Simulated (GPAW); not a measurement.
Consider Al (Aluminum, Fm-3m).

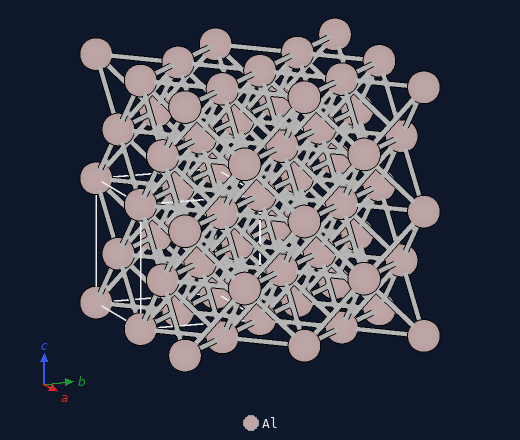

The structure (aluminium light grey). 2×2×2 conventional cells are drawn. Some periodic images of atoms are drawn too.

```cif
data_structure
_symmetry_space_group_name_H-M 'P 1'
_symmetry_Int_Tables_number 1
_cell_length_a 2.8635
_cell_length_b 2.8635
_cell_length_c 2.8635
_cell_angle_alpha 60.000
_cell_angle_beta 60.000
_cell_angle_gamma 60.000
_cell_volume 16.60
loop_
_atom_site_label
_atom_site_type_symbol
_atom_site_fract_x
_atom_site_fract_y
_atom_site_fract_z
_atom_site_occupancy
Al1 Al 0.00000 0.00000 0.00000 1
```

Absorber: atom 1, with 12 Al at 2.86 Å (cuboctahedral, site symmetry m-3m). Method: GPAW, PBE, excited-electron core hole (neutral cell), 16-atom cell with 7.0 Å between holes, 5×5×5 k points, dipole transitions, Gaussian full width 0.9 eV up to 4 eV, rising linearly to 3.5 eV at 25 eV.

Question: Predict the near-edge structure at the Al K edge.

Main maxima up to 24 eV above the zero (height): 1.0 eV (0.97), 2.8 eV (1.21), 5.3 eV (1.51), 7.9 eV (1.05), 11.0 eV (1.12) and 13.0 eV (1.11). A K edge sees empty p states on the absorber. The total-energy difference is 1571.15 eV. One term is added: -13.99 eV, since the hole is spin-paired here and a spin-polarised one costs that much less in the free atom (computed apart). The photon energy is then 1557.16 eV. The tabulated edge of the element is 1559 eV. The functional leaves an error of a few eV in such absolute values.

The Al K spectrum (energy from the lowest empty level; intensity scaled to a mean of 1 over the first 20 eV):

```tsv
E (eV)	intensity
-2.0	0.00
-0.5	0.14
1.0	0.97
2.5	1.14
4.0	1.16
5.5	1.48
7.0	1.04
8.5	0.97
10.0	0.95
11.5	1.10
13.0	1.11
14.5	1.01
16.0	0.89
17.5	0.78
19.0	0.67
20.5	0.62
22.0	0.53
23.5	0.41
25.0	0.31
26.5	0.24
28.0	0.31
```

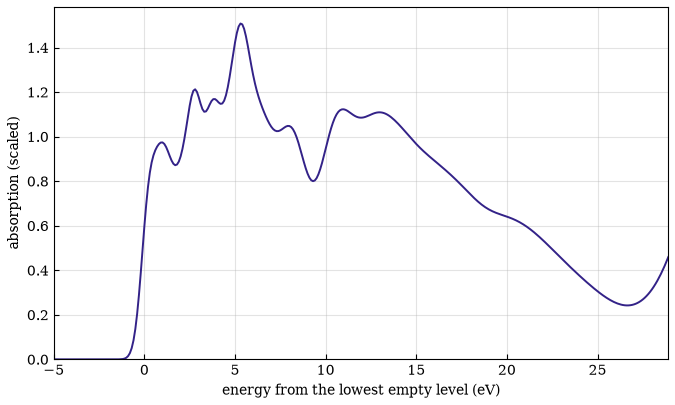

The Al K edge.

The structure is a published determination, not relaxed.

[Banner, clock and machine lines of the logs are left out without a mark of their own.]

[Logs are printed without paths, hosts, clocks, repeated set-up lines and the standing remarks that a program may print on its own settings, such as how far it seeks lower states.]

[Hosts, paths, dates, database ids (printed as entryN), source tags and the programs' standing remarks are cut or masked in the printed files.]

[Lists of maxima count a maximum above −3 eV only where it reaches 4 % of the highest in the window and stands out from its surroundings by 2 % of it (1.5 % where it reaches 55 %); shoulders and weaker maxima are passed over, and of the rest the first, up to two pre-edge ones and the few strongest are named.]
